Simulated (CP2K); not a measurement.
Consider 2-cyanopyridine at its PBE geometry (Å).

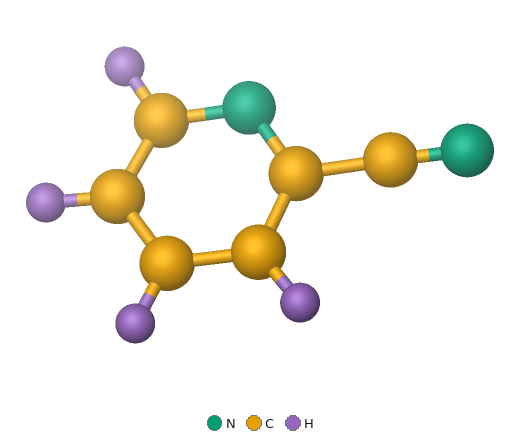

The molecule (nitrogen teal, carbon orange, hydrogen purple).

```xyz
12

N     3.6971   -0.0798   -0.0958
C     2.5346    0.0111   -0.0663
C     1.0940    0.0921   -0.0335
C     0.3330   -1.0749    0.1482
C    -1.0564   -0.9572    0.1602
C    -1.6272    0.3049   -0.0067
C    -0.7781    1.4057   -0.1746
N     0.5593    1.3234   -0.1910
H     0.8246   -2.0386    0.2733
H    -1.6832   -1.8379    0.2966
H    -2.7080    0.4416   -0.0079
H    -1.1896    2.4096   -0.3024
```

Method: CP2K XAS_TDP, all-electron GAPW, PBEh(45%), aug-cc-pVDZ, TDA, GW2X-corrected core level, no relativity.

**Question.** Predict the bright core excitations at the C K edge.

Leading lines: C2 288.27 eV, C3 287.70 eV, C4 286.98 eV, C5 287.02 eV, C6 286.85 eV and C7 287.48 eV. The leading line of an atom is its first one with 35 % of the strongest within 2.5 eV of its lowest line over the strength cut. Core ionisation energies at this level: C5 293.29, C7 293.58, C4 293.03, C6 292.91, C2 293.83 and C3 294.07 eV.

The first six lines of each atom with a strength over 0.0015:

```csv
atom,energy (eV),states,"strength, one atom",above the computed threshold
C2 (bonded to C and N),288.27,1,0.0303,
,288.88,1,0.0555,
,290.87,1,0.0015,
,291.78,1,0.0293,
,293.56,1,0.0018,
,293.62,1,0.0016,
C3 (bonded to 2 C and N),287.70,1,0.0460,
,291.87,1,0.0045,
,292.31,1,0.0041,
,292.99,1,0.0112,
,293.04,1,0.0060,
,293.54,1,0.0053,
C4 (bonded to 2 C and H),286.98,1,0.0512,
,290.69,1,0.0124,
,291.75,1,0.0031,
,291.92,1,0.0024,
,292.27,1,0.0044,
,292.38,1,0.0040,
C5 (bonded to 2 C and H),287.02,1,0.0530,
,290.77,1,0.0122,
,292.21,1,0.0029,
,292.54,1,0.0045,
,292.63,1,0.0021,
,292.90,1,0.0063,
C6 (bonded to 2 C and H),286.85,1,0.0484,
,290.43,1,0.0122,
,291.62,1,0.0019,
,291.87,1,0.0023,
,292.05,1,0.0094,
,292.56,1,0.0022,
"C7 (bonded to C, N and H)",287.48,1,0.0552,
,291.35,1,0.0116,
,292.29,1,0.0035,
,292.97,1,0.0046,
,293.01,1,0.0019,
,293.09,1,0.0038,
```

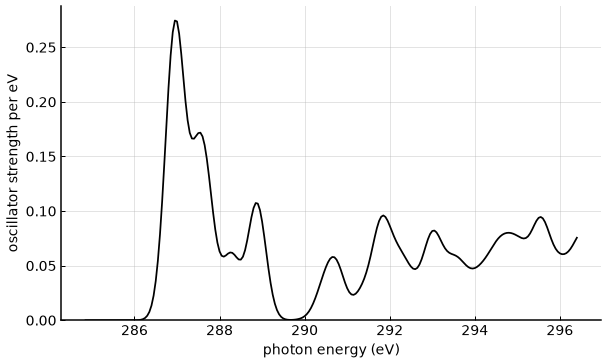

All atoms added, broadened by 0.5 eV.

Lines are vertical, at one geometry, with no vibrational structure. GW2X ionisation energies and lines can be off by 1 to 2 eV either way, and a good line position may hide errors that cancel. These values hold no scalar relativity, about 0.1 eV for C 1s. Rydberg lines, and the discretised continuum above threshold, depend on the basis and the box.

[Banner, clock and machine lines of the logs are left out without a mark of their own.]

[Logs are printed without paths, hosts, clocks, repeated set-up lines and the standing remarks that a program may print on its own settings, such as how far it seeks lower states.]

[Hosts, paths, dates, database ids (printed as entryN), source tags and the programs' standing remarks are cut or masked in the printed files.]
